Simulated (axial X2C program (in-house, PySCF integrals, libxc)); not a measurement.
IIn: relativistic diatomic calculation

System: IIn, single determinant with Ω = 0.
Method: PBE0, two-component X2C with atomic mean-field Coulomb and Gaunt terms, I dyall-cv3z, In dyall-cv3z (cores contracted) (axial X2C program (in-house, PySCF integrals, libxc)).

**Summary**

- outcome: converged
- bond length rₑ: 2.776 Å
- ωₑ: 172.7 cm⁻¹
- energy at the minimum: −12990.67387 hartree
- depth below the fragments: 3.32 eV
- hardware: 1 thread of AMD EPYC (Zen 5), 24 GiB of memory available, shared host
- wall time: 6.7 s
- peak memory: 0.75 GiB

**Input**
```
{"zs": [53, 49], "q": 0, "bas": ["dyall-cv3z", "dyall-cv3z"], "levels": ["PBE0", "HF", "PBE50"], "cc": true, "r0": 2.75, "thr": -1.0, "nmax": 90, "npts": 10, "nst": 2, "ntry": 6}
```

The line is the task of a batch: nuclear charges, charge, bases, the levels to run, a first guess of the distance and further settings. This report covers PBE0 with spin-orbit coupling. The log is that of the reference distance 2.785 Å.

The run was one of a batch that the task file lists, launched with:
```bash
python <driver script> task.json out
```

**Output**
```
two-component X2C + atomic mean field  PBE0
basis functions 253  fitting functions 1279  grid points 5804
iter        total energy     max residual
   1     -12990.479419445     1.74e+00
   2     -12990.673598990     1.24e-02
   3     -12990.673822673     9.36e-03
   4     -12990.673865739     8.96e-04
   5     -12990.673866368     3.13e-04
   6     -12990.673867090     1.20e-04
   7     -12990.673867124     4.11e-05
   8     -12990.673867146     1.40e-05
   9     -12990.673867146     6.84e-06
converged
one-electron -18820.27610862  Coulomb 5687.50198974  exact exchange -84.69109891  xc functional -259.06036317  nuclear repulsion 493.45537406  atomic mean-field constant -7.60366024
```

**The points of the curve**

```
R (Å)    E (hartree)  dipole (D; origin at the first atom, positive when the second is positive)  highest filled (eV)  lowest empty (eV)
2.423  −12990.650209                                                                        1.06                −6.41              −1.72
2.534  −12990.664310                                                                        1.80                −6.55              −1.83
2.618  −12990.670195                                                                        2.37                −6.63              −1.92
2.701  −12990.673134                                                                        2.94                −6.68              −2.00
2.785  −12990.673867                                                                        3.50                −6.70              −2.09
2.882  −12990.672652                                                                        4.16                −6.67              −2.20
2.980  −12990.669856                                                                        4.80                −6.54              −2.30
3.105  −12990.664704                                                                        5.61                −6.34              −2.44
3.258  −12990.657028                                                                        6.57                −6.12              −2.59
3.481  −12990.644759                                                                        7.89                −5.85              −2.82
```

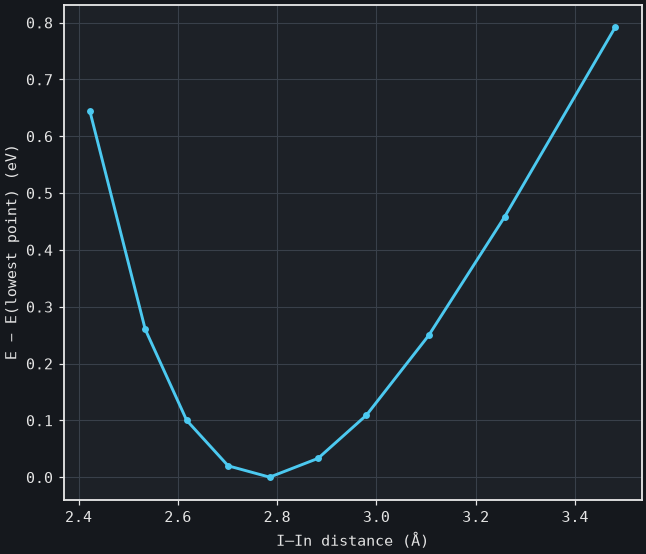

Figure 1. Energy at 10 bond lengths, for one set of occupations held fixed; the line joins the points. A polynomial of degree 6 through 9 points gives rₑ = 2.776 Å, ωₑ = 172.7 cm⁻¹, ωₑxₑ = 0.33 cm⁻¹ and Bₑ = 0.03628 cm⁻¹. The minimum lies 3.32 eV below I + In, each computed as one determinant at the same level.

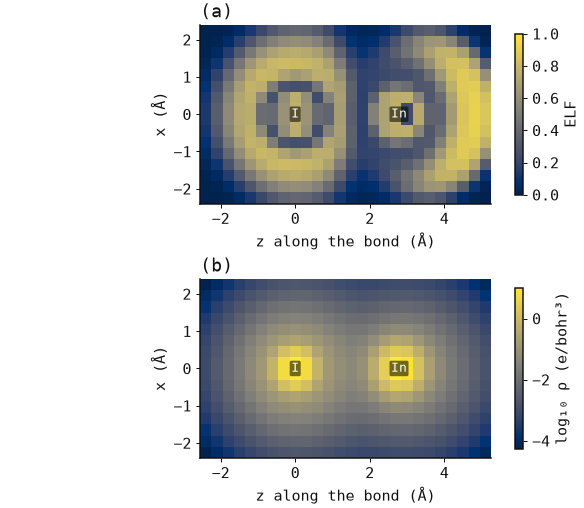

Figure 2. (a) electron localisation function; (b) electron density on a logarithmic scale, in a plane that holds the axis, at 2.79 Å, on points 0.3 Å apart (one half computed, the other mirrored); the structure near the nuclei is finer than these points.

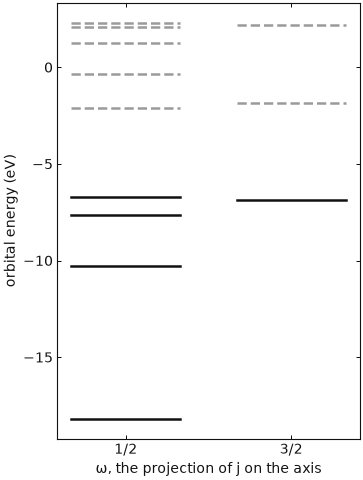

Figure 3. Orbital energies near the frontier at 2.79 Å, filled (solid) and empty (dashed); the Kramers partners at −ω are degenerate and not drawn. The highest filled spinor (1/2; 53 % I p, 23 % In p) lies at −6.70 eV, the lowest empty one (1/2; 91 % In p, 5 % I p) at −2.09 eV.
